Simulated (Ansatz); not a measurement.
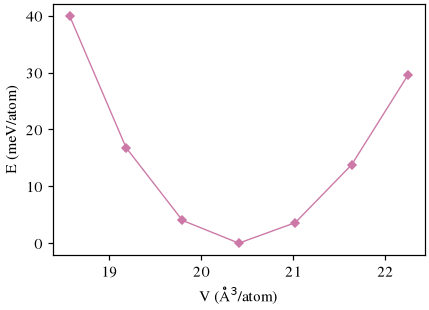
*MgSe (rock salt, Fm-3m) under volume change, HSE06 in the plane-wave PAW code Ansatz, scaled uniformly.*

Task: What does a third-order Birch–Murnaghan fit give for V₀, B₀ and B′?

Result: V₀ = 20.41 Å³/atom, B₀ = 66.2 GPa, B′ = 4.1.

The cell was relaxed with HSE06 under the symmetry of its start.

Potentials: the later of the program's two PAW sets.
